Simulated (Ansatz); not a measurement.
Geometry relaxation, with input and output: C$_{2}$H$_{6}$O (part 1 of 2)

System: C$_{2}$H$_{6}$O (disordered cell, 36 atoms in the cell).
Method: DFT PBE-D3(BJ), scalar-relativistic, plane waves, PAW, no spin polarisation (Ansatz 0.2.0).

It belongs to a series of runs on one base structure; here: start relaxed. Figures and captions count atoms from 1; the log counts them from 0 in places.

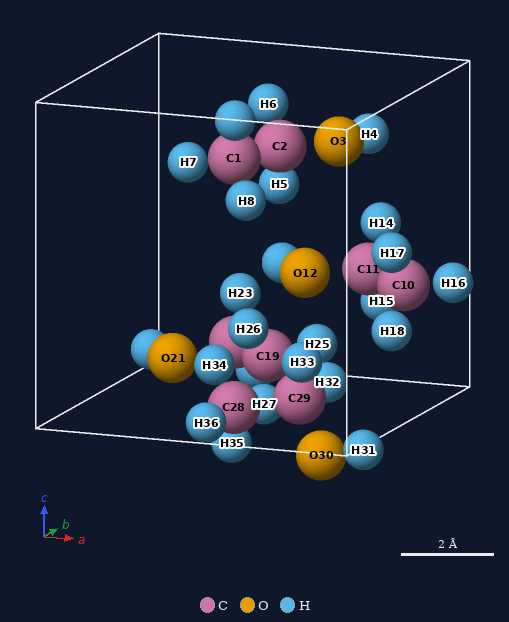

The input geometry (spheres-only view of the cell of the calculation, seen slightly off an axis; atoms are numbered from 1 in the order of the input).

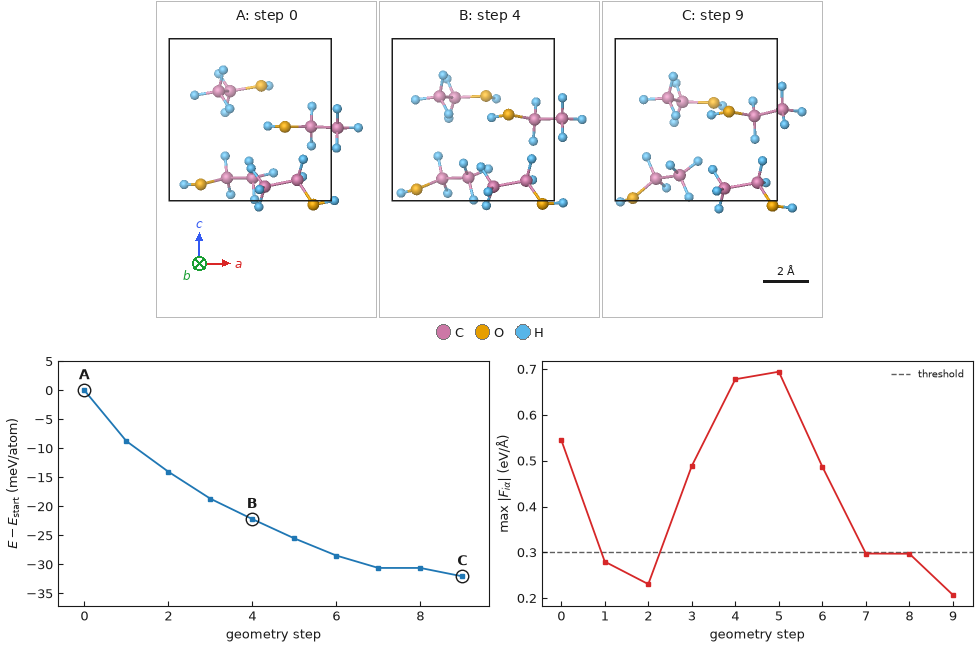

Frames of the relaxation (ball-and-stick view of the cell of the calculation, along the b axis) above the curves, on which the letters mark them (the first geometry is step 0 here and step 1 in the log).

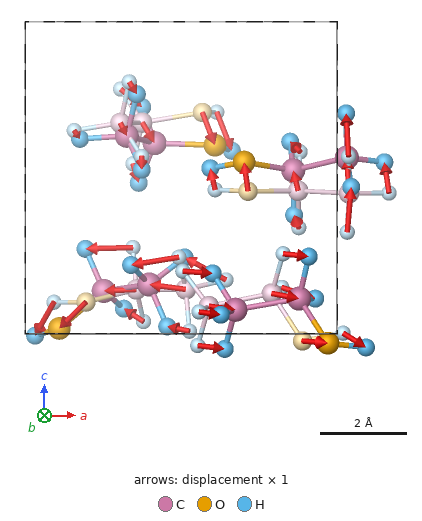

Start (faint) and end (solid) with the displacements as red arrows, at true length (ball-and-stick view of the cell of the calculation, along the b axis). After 9 geometry steps the energy has fallen by 32.0 meV per atom. The largest force component goes from 0.55 to 0.21 eV/Å. The atom that moves furthest is H26 (1.14 Å). Largest moves by element: H 1.14 Å, O 0.94 Å, C 0.86 Å. The cell doesn't change. Among the contacts that change: C29–O30 1.427 → 1.451 Å, C11–O12 1.427 → 1.444 Å, O21–H22 0.971 → 0.987 Å, O3–H4 0.971 → 0.981 Å. Among the angles that change: C20–O21–H22 107.7° → 105.0°, C19–C20–O21 107.1° → 109.7°, C2–C1–H9 110.0° → 112.1°. (Atoms are counted from 1 in the order of the input.)

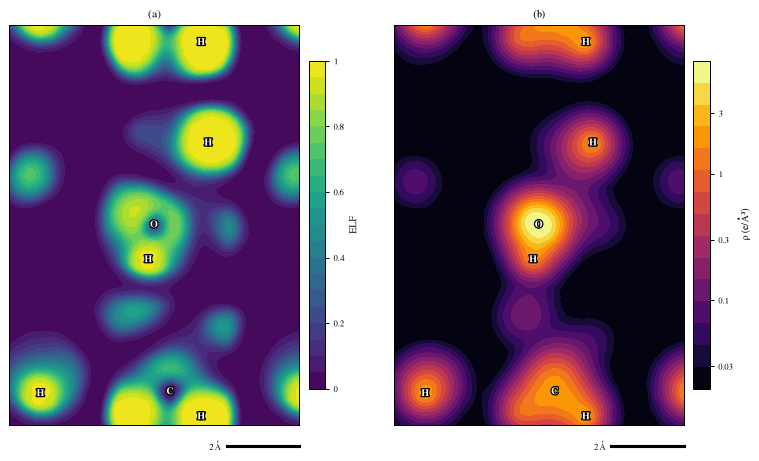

(a) ELF; (b) valence electron density on the (110) plane of the calculation cell. The section cuts through H, O and C sites. O–H (0.99 Å): ρ is about 3.7 e/Å³ halfway; the ELF climbs to about 1 towards the hydrogen, as it does in any bond to H; a covalent bond by its length. The density dies away to nearly zero in the voids. Core electrons are frozen (PAW), so the fields are smoothed inside the atomic spheres.

The input that produced these results follows, with the program's output.

Input:
```yaml
accuracy: low
crystal:
  lattice:
    - [7.293633, 0.0, 0.0]
    - [0.0, 7.293633, 0.0]
    - [0.0, 0.0, 7.293633]
  atoms:
    - { symbol: C, position: [0.3047126, 0.8442156, 0.6758988] }
    - { symbol: C, position: [0.3748244, 1.0392912, 0.6769711] }
    - { symbol: O, position: [0.5675635, 1.0310032, 0.709426] }
    - { symbol: H, position: [0.6138233, 1.1558814, 0.7103411] }
    - { symbol: H, position: [0.3452162, 1.1058073, 0.5450054] }
    - { symbol: H, position: [0.3054322, 1.118789, 0.7845854] }
    - { symbol: H, position: [0.1568384, 0.8412397, 0.6515045] }
    - { symbol: H, position: [0.3729652, 0.7658284, 0.5681816] }
    - { symbol: H, position: [0.3332284, 0.7787948, 0.8074775] }
    - { symbol: C, position: [1.0377936, 0.3667129, 0.4503718] }
    - { symbol: C, position: [0.8748697, 0.4946436, 0.4581697] }
    - { symbol: O, position: [0.7140768, 0.3832273, 0.4566084] }
    - { symbol: H, position: [0.6086001, 0.4643766, 0.4615916] }
    - { symbol: H, position: [0.8808975, 0.5788022, 0.5830576] }
    - { symbol: H, position: [0.876699, 0.5882665, 0.3400707] }
    - { symbol: H, position: [1.1660792, 0.4442558, 0.4511754] }
    - { symbol: H, position: [1.0363367, 0.2746378, 0.5683804] }
    - { symbol: H, position: [1.0321432, 0.2840908, 0.3256816] }
    - { symbol: C, position: [0.5146135, 0.5903638, 0.1421288] }
    - { symbol: C, position: [0.3560848, 0.72393, 0.1420288] }
    - { symbol: O, position: [0.1944893, 0.6214316, 0.1013921] }
    - { symbol: H, position: [0.0918219, 0.7062529, 0.1010421] }
    - { symbol: H, position: [0.344835, 0.7912246, 0.2764196] }
    - { symbol: H, position: [0.3789583, 0.8315477, 0.039018] }
    - { symbol: H, position: [0.6432941, 0.660952, 0.1726144] }
    - { symbol: H, position: [0.4921648, 0.4842734, 0.2453123] }
    - { symbol: H, position: [0.5262476, 0.5245486, 0.0081923] }
    - { symbol: C, position: [0.5884239, 0.1224355, 0.0883216] }
    - { symbol: C, position: [0.7902499, 0.1464703, 0.1290629] }
    - { symbol: O, position: [0.8888314, 0.0730531, -0.0231277] }
    - { symbol: H, position: [1.0187851, 0.0879295, 0.001894] }
    - { symbol: H, position: [0.8222236, 0.2924551, 0.1486113] }
    - { symbol: H, position: [0.8264076, 0.0745077, 0.2564599] }
    - { symbol: H, position: [0.5049688, 0.1763719, 0.2005573] }
    - { symbol: H, position: [0.5525817, 0.1949641, -0.0376185] }
    - { symbol: H, position: [0.5567607, -0.0227247, 0.0701022] }
basis:
  ecutwfc: 420.0
kpoints:
  mp_grid: { grid: [1, 1, 1] }
hamiltonian:
  xc: pbe
  dispersion: d3bj
scf:
  occupations: { method: fermi_dirac, width: 0.05 }
  lower_state_search: "off"
relax:
  f_tol: 0.3
  max_steps: 15
  adjacent_minimum: "off"
output:
  write_density: true
  write_potential: true
  elf: true
  volumetric_format: npy
```

Run as:
```bash
ansatz run input.yaml --threads 1 --pin off --max-ram 3072MiB --backend cpu --events-out ev --progress --plain --runs-dir out
```

Log:
```
Engine: ansatz 0.2.0, x86_64-unknown-linux-gnu
Pseudopotentials: kind: paw
Pseudopotential: C, paw, valence charge 4, recommended cutoff 420 eV (normal), C.paw.azcp
Pseudopotential: O, paw, valence charge 6, recommended cutoff 420 eV (normal), O.paw.azcp
Pseudopotential: H, paw, valence charge 1, recommended cutoff 420 eV (normal), H.paw.azcp
Functional definition: PBE
  parameter kappa = 0.804
  parameter beta = 0.06672455060314922
  exchange = pbe_x(kappa = kappa, mu = beta*pi^2/3)
  correlation = pbe_c(beta = beta)
Crystal: 36 atoms, lattice volume = 388.000 Å³
Basis set: ecut = 420 eV, 7521 PW (Γ), exchange–correlation on 100×100×100 points (8 copies of the dense FFT grid, shifted against one another)
Bands: 76, of which v1, the nominal top of the filled ones, is band 40 counted from 1 (39 counted from 0)
Symmetry: 1 space group operations
Space group: P1 (ITA 1), of the structure as read, at distance tolerance 7.3e-5 Å
k-points: 1
Non-local potential: C, projectors of the file, l = 0: 2, l = 1: 2, l = 2: 1
Non-local potential: O, projectors of the file, l = 0: 2, l = 1: 2, l = 2: 1
Non-local potential: H, projectors of the file, l = 0: 2, l = 1: 1
PAW form: soft (Blöchl's): semilocal exchange-correlation on the pseudo side does not see the compensation charge
PAW one-centre angular grid: C, 110 points (default); XC on 64 Gauss nodes
PAW one-centre angular grid: O, 110 points (default); XC on 64 Gauss nodes
PAW one-centre angular grid: H, 110 points (default); XC on 64 Gauss nodes
Initial density: superposition of atomic densities (neutral atoms: chi_scale 0, normalization atom), corrected by the library's trained network
Initial wavefunctions: pseudopotential atomic-orbital guess
Functional: x = pbe(κ = 0.804, μ = 0.2195149727645171), c = pbe(β = 0.06672455060314922)
SCF iter   1: F=—  HF=-4661.672588 eV  |F-HF|=—  |Δ(HF+E_count)|=         —  Δρ=4.46e-3  dr2=1.25e-1  ethr=1.77e-3  ⟨swp⟩=6.0  Hψ=356  notcnv=0  defer=6
preconditioner: auto → Resta (q_TF=auto, 2.097 Å⁻¹)  ε∞=2.1  [insulator: Δε(μ)=4.746 eV  Ē_g=16.045 eV  σ=0.050 eV  W_gap=1.00  n_scr=56 (ndim 8)  ℏωp=16.9 eV  f_vac=0.293  D(μ)=0.00/eV (n_scr^D=0)  ε∞_Penn≈2.1]
SCF iter   2: F=—  HF=-4661.652021 eV  |F-HF|=—  |Δ(HF+E_count)|=   2.06e-2  Δρ=2.34e-3  dr2=2.51e-2  ethr=1.56e-4  ⟨swp⟩=3.0  Hψ=132  notcnv=0  defer=32
SCF iter   3: F=—  HF=-4661.652357 eV  |F-HF|=—  |Δ(HF+E_count)|=   3.36e-4  Δρ=1.06e-3  dr2=6.70e-3  ethr=3.13e-5  ⟨swp⟩=2.0  Hψ=88  notcnv=0  defer=32
SCF iter   4: F=—  HF=-4661.652040 eV  |F-HF|=—  |Δ(HF+E_count)|=   3.17e-4  Δρ=3.27e-4  dr2=5.28e-4  ethr=8.37e-6  ⟨swp⟩=2.0  Hψ=88  notcnv=0  defer=32
SCF iter   5: F=—  HF=-4661.652051 eV  |F-HF|=—  |Δ(HF+E_count)|=   1.04e-5  Δρ=1.02e-4  dr2=4.81e-5  ethr=6.59e-7  ⟨swp⟩=2.0  Hψ=85  notcnv=0  defer=32
SCF iter   6: F=-4661.652044 eV  HF=-4661.652044 eV  |F-HF|=7.50e-7  |Δ(HF+E_count)|=   6.20e-6  Δρ=2.61e-5  dr2=2.68e-6  ethr=6.02e-8  ⟨swp⟩=11.0  Hψ=508  notcnv=0
SCF 1 converged in 6 iterations: F = -4661.652044 eV  dr2 = 2.68e-6
  greatest PAW one-centre occupation: 0.867 electrons in one spin orbital (limit 2), on the O atom at site 2 (counted from 0), in its partial waves of l = 0
relax step   1: F+E_penalty+E_count = -4661.65204356 eV  Δ(F+E_penalty+E_count) = +0.000e0 eV  max|allowed force component| = 5.454e-1 eV/Å  Δτ_max = 0.0000 Å  (6 SCF iters, dr2 threshold 1.00e-4 eV, accepted)
Initial density: handed on by an earlier stage of this run
Initial wavefunctions: those handed on with the density
iter 1 solved again at ethr=6.63e-4 eV; its pass at ethr=3.10e-3 eV (dr2=5.30e-1 eV) is discarded
SCF iter   1: F=—  HF=-4662.018374 eV  |F-HF|=—  |Δ(HF+E_count)|=         —  Δρ=2.07e-2  dr2=5.53e-1  ethr=6.63e-4  ⟨swp⟩=1.0  Hψ=285  notcnv=0  defer=29
preconditioner: auto → Resta (q_TF=auto, 2.097 Å⁻¹)  ε∞=2.1  [insulator: Δε(μ)=4.498 eV  Ē_g=15.948 eV  σ=0.050 eV  W_gap=1.00  n_scr=56 (ndim 8)  ℏωp=16.9 eV  f_vac=0.296  D(μ)=0.00/eV (n_scr^D=0)  ε∞_Penn≈2.1]
SCF iter   2: F=—  HF=-4661.961978 eV  |F-HF|=—  |Δ(HF+E_count)|=   5.64e-2  Δρ=9.99e-3  dr2=1.09e-1  ethr=6.63e-4  ⟨swp⟩=2.0  Hψ=72  notcnv=0  defer=29
SCF iter   3: F=—  HF=-4661.968587 eV  |F-HF|=—  |Δ(HF+E_count)|=   6.61e-3  Δρ=1.96e-3  dr2=9.64e-3  ethr=1.36e-4  ⟨swp⟩=2.0  Hψ=80  notcnv=0  defer=32
SCF iter   4: F=—  HF=-4661.967053 eV  |F-HF|=—  |Δ(HF+E_count)|=   1.53e-3  Δρ=5.58e-4  dr2=7.68e-4  ethr=1.20e-5  ⟨swp⟩=2.0  Hψ=82  notcnv=0  defer=32
SCF iter   5: F=—  HF=-4661.967099 eV  |F-HF|=—  |Δ(HF+E_count)|=   4.63e-5  Δρ=1.42e-4  dr2=8.16e-5  ethr=9.60e-7  ⟨swp⟩=2.0  Hψ=82  notcnv=0  defer=32
SCF iter   6: F=—  HF=-4661.967049 eV  |F-HF|=—  |Δ(HF+E_count)|=   5.04e-5  Δρ=3.69e-5  dr2=6.87e-6  ethr=1.02e-7  ⟨swp⟩=2.0  Hψ=100  notcnv=0  defer=32
SCF iter   7: F=—  HF=-4661.967053 eV  |F-HF|=—  |Δ(HF+E_count)|=   3.59e-6  Δρ=2.14e-5  dr2=1.44e-6  ethr=8.59e-9  ⟨swp⟩=2.0  Hψ=82  notcnv=0  defer=32
SCF iter   8: F=—  HF=-4661.967052 eV  |F-HF|=—  |Δ(HF+E_count)|=   9.67e-8  Δρ=7.69e-6  dr2=1.79e-7  ethr=1.80e-9  ⟨swp⟩=2.0  Hψ=82  notcnv=0  defer=32
SCF iter   9: F=-4661.967052 eV  HF=-4661.967052 eV  |F-HF|=2.28e-9  |Δ(HF+E_count)|=   9.66e-9  Δρ=1.48e-6  dr2=8.53e-9  ethr=1.25e-10  ⟨swp⟩=9.0  Hψ=350  notcnv=0
SCF 2 converged in 9 iterations: F = -4661.967052 eV  dr2 = 8.53e-9
  greatest PAW one-centre occupation: 0.865 electrons in one spin orbital (limit 2), on the O atom at site 2 (counted from 0), in its partial waves of l = 0
relax step   2: F+E_penalty+E_count = -4661.96705248 eV  Δ(F+E_penalty+E_count) = -3.150e-1 eV  max|allowed force component| = 2.798e-1 eV/Å  Δτ_max = 0.1949 Å  (9 SCF iters, accepted)
iter 1 solved again at ethr=9.69e-4 eV; its pass at ethr=3.10e-3 eV (dr2=7.75e-1 eV) is discarded
SCF iter   1: F=—  HF=-4662.268831 eV  |F-HF|=—  |Δ(HF+E_count)|=         —  Δρ=2.40e-2  dr2=8.04e-1  ethr=9.69e-4  ⟨swp⟩=1.0  Hψ=287  notcnv=0  defer=28
preconditioner: auto → Resta (q_TF=auto, 2.097 Å⁻¹)  ε∞=2.1  [insulator: Δε(μ)=4.479 eV  Ē_g=15.923 eV  σ=0.050 eV  W_gap=1.00  n_scr=56 (ndim 8)  ℏωp=16.9 eV  f_vac=0.285  D(μ)=0.00/eV (n_scr^D=0)  ε∞_Penn≈2.1]
SCF iter   2: F=—  HF=-4662.159053 eV  |F-HF|=—  |Δ(HF+E_count)|=   1.10e-1  Δρ=1.15e-2  dr2=1.57e-1  ethr=9.69e-4  ⟨swp⟩=3.0  Hψ=80  notcnv=0  defer=28
SCF iter   3: F=—  HF=-4662.160391 eV  |F-HF|=—  |Δ(HF+E_count)|=   1.34e-3  Δρ=2.64e-3  dr2=1.79e-2  ethr=1.97e-4  ⟨swp⟩=2.0  Hψ=84  notcnv=0  defer=32
SCF iter   4: F=—  HF=-4662.156714 eV  |F-HF|=—  |Δ(HF+E_count)|=   3.68e-3  Δρ=6.76e-4  dr2=1.02e-3  ethr=2.23e-5  ⟨swp⟩=2.0  Hψ=83  notcnv=0  defer=32
SCF iter   5: F=—  HF=-4662.156824 eV  |F-HF|=—  |Δ(HF+E_count)|=   1.09e-4  Δρ=1.62e-4  dr2=1.05e-4  ethr=1.28e-6  ⟨swp⟩=2.0  Hψ=125  notcnv=0  defer=32
[...]
  greatest PAW one-centre occupation: 0.865 electrons in one spin orbital (limit 2), on the O atom at site 29 (counted from 0), in its partial waves of l = 0
relax step   3: F+E_penalty+E_count = -4662.15684531 eV  Δ(F+E_penalty+E_count) = -1.898e-1 eV  max|allowed force component| = 2.306e-1 eV/Å  Δτ_max = 0.1928 Å  (9 SCF iters, accepted)
preconditioner: auto → Resta (q_TF=auto, 2.097 Å⁻¹)  ε∞=2.1  [insulator: Δε(μ)=4.521 eV  Ē_g=15.916 eV  σ=0.050 eV  W_gap=1.00  n_scr=56 (ndim 8)  ℏωp=16.9 eV  f_vac=0.276  D(μ)=0.00/eV (n_scr^D=0)  ε∞_Penn≈2.1]
relax step   4: F+E_penalty+E_count = -4662.32404892 eV  Δ(F+E_penalty+E_count) = -1.672e-1 eV  max|allowed force component| = 4.887e-1 eV/Å  Δτ_max = 0.1947 Å  (9 SCF iters, accepted)
preconditioner: auto → Resta (q_TF=auto, 2.097 Å⁻¹)  ε∞=2.1  [insulator: Δε(μ)=4.589 eV  Ē_g=15.914 eV  σ=0.050 eV  W_gap=1.00  n_scr=56 (ndim 8)  ℏωp=16.9 eV  f_vac=0.269  D(μ)=0.00/eV (n_scr^D=0)  ε∞_Penn≈2.1]
relax step   5: F+E_penalty+E_count = -4662.45059196 eV  Δ(F+E_penalty+E_count) = -1.265e-1 eV  max|allowed force component| = 6.779e-1 eV/Å  Δτ_max = 0.1938 Å  (6 SCF iters, dr2 threshold 1.00e-4 eV, accepted)
preconditioner: auto → Resta (q_TF=auto, 2.097 Å⁻¹)  ε∞=2.1  [insulator: Δε(μ)=4.648 eV  Ē_g=15.915 eV  σ=0.050 eV  W_gap=1.00  n_scr=56 (ndim 8)  ℏωp=16.9 eV  f_vac=0.268  D(μ)=0.00/eV (n_scr^D=0)  ε∞_Penn≈2.1]
relax step   6: F+E_penalty+E_count = -4662.57035431 eV  Δ(F+E_penalty+E_count) = -1.198e-1 eV  max|allowed force component| = 6.943e-1 eV/Å  Δτ_max = 0.1915 Å  (6 SCF iters, dr2 threshold 1.00e-4 eV, accepted)
preconditioner: auto → Resta (q_TF=auto, 2.097 Å⁻¹)  ε∞=2.1  [insulator: Δε(μ)=4.678 eV  Ē_g=15.937 eV  σ=0.050 eV  W_gap=1.00  n_scr=56 (ndim 8)  ℏωp=16.9 eV  f_vac=0.268  D(μ)=0.00/eV (n_scr^D=0)  ε∞_Penn≈2.1]
  greatest PAW one-centre occupation: 0.864 electrons in one spin orbital (limit 2), on the O atom at site 29 (counted from 0), in its partial waves of l = 0
relax step   7: F+E_penalty+E_count = -4662.67671088 eV  Δ(F+E_penalty+E_count) = -1.064e-1 eV  max|allowed force component| = 4.869e-1 eV/Å  Δτ_max = 0.1976 Å  (6 SCF iters, dr2 threshold 1.00e-4 eV, accepted)
preconditioner: auto → Resta (q_TF=auto, 2.097 Å⁻¹)  ε∞=2.2  [insulator: Δε(μ)=4.705 eV  Ē_g=15.268 eV  σ=0.050 eV  W_gap=1.00  n_scr=56 (ndim 8)  ℏωp=16.4 eV  f_vac=0.269  D(μ)=0.00/eV (n_scr^D=0)  ε∞_Penn≈2.2]
relax step   8: F+E_penalty+E_count = -4662.75359460 eV  Δ(F+E_penalty+E_count) = -7.688e-2 eV  max|allowed force component| = 2.974e-1 eV/Å  Δτ_max = 0.1961 Å  (6 SCF iters, dr2 threshold 1.00e-4 eV, accepted)
preconditioner: auto → Resta (q_TF=auto, 2.097 Å⁻¹)  ε∞=2.2  [insulator: Δε(μ)=4.668 eV  Ē_g=15.231 eV  σ=0.050 eV  W_gap=1.00  n_scr=56 (ndim 8)  ℏωp=16.4 eV  f_vac=0.265  D(μ)=0.00/eV (n_scr^D=0)  ε∞_Penn≈2.2]
relax step   9: F+E_penalty+E_count = -4662.75359830 eV  Δ(F+E_penalty+E_count) = -3.702e-6 eV  max|allowed force component| = 2.970e-1 eV/Å  Δτ_max = 0.0000 Å  (4 SCF iters, accepted)
preconditioner: auto → Resta (q_TF=auto, 2.097 Å⁻¹)  ε∞=2.2  [insulator: Δε(μ)=4.618 eV  Ē_g=15.252 eV  σ=0.050 eV  W_gap=1.00  n_scr=56 (ndim 8)  ℏωp=16.4 eV  f_vac=0.263  D(μ)=0.00/eV (n_scr^D=0)  ε∞_Penn≈2.2]
```
